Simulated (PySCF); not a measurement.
```xyz
12

C    -0.0702    1.5437   -0.0019
C    -0.0514    0.2103   -0.0125
C    -1.2424   -0.6378   -0.2855
C     1.2286   -0.5412    0.2634
O     1.2045   -1.8484    0.2355
H    -0.9712    2.0986   -0.2003
H     0.8146    2.1232    0.2043
H    -1.0226   -1.3049   -1.1188
H    -2.1244   -0.0434   -0.5047
H    -1.4306   -1.2759    0.5779
H     2.0230   -0.1465   -0.4243
H     1.6432   -0.1783    1.2409
```

Geometry: GFN2-xTB.

Theory: UKS B3LYP, pcH-1 on C H O, non-relativistic, mean-field spin-orbit, GIAO (PySCF 2.14.0, density-fitted response routines).

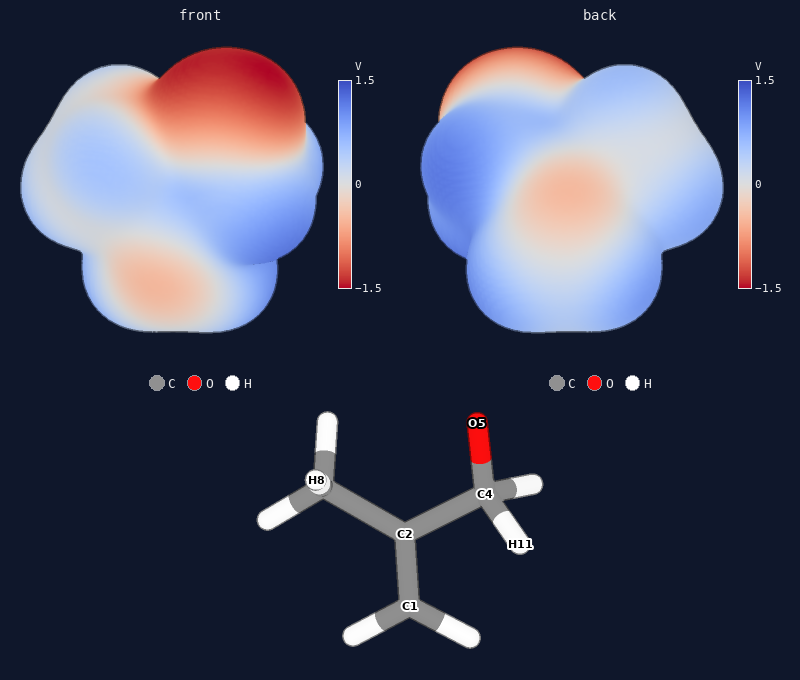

C₄H₇O (SMILES C=C(C)C[O]) (doublet). The electrostatic potential painted on the density surface at 0.002 e/bohr³, seen from the front and from behind; the colour scale runs from red (negative) to blue (positive). The bare structure is drawn below in the same view.

**Describe the electrostatic potential map.**

The most negative region (about −1.5 V) lies over O5, the most positive (about +1.2 V) over H11 and H12. O5 is the likeliest acceptor of a hydrogen bond.
